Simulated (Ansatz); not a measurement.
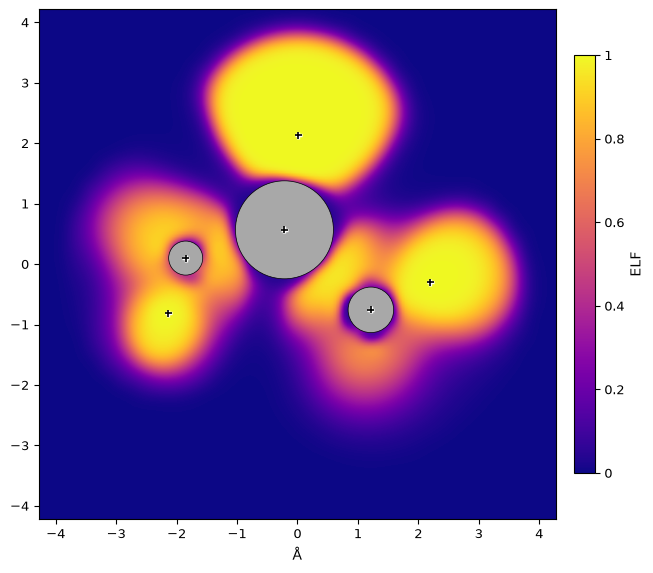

The electron localisation function on a plane through atoms (crosses mark nuclei in the plane; grey discs cover the cores).

All numbers below come from RKS PBE0-D4/def2-TZVPP in Ansatz.

Candidates:
A. H$_{2}$Sn···CH$_{4}$
B. CH$_{3}$BO···H$_{2}$
C. CH$_{5}$AlO

Which candidate gave the map?

Candidate C: CH$_{5}$AlO on the plane of atoms O2, Al1 and C4, which holds Al, O, H and C. Al–O (1.70 Å): the ELF peaks at about 0.90 in the valence shell of O, 0.6 Å from its nucleus, and is about 0.40 at the midpoint. C–Al (1.95 Å): the ELF peaks at about 0.95 between the atoms, as expected for a polar covalent bond.
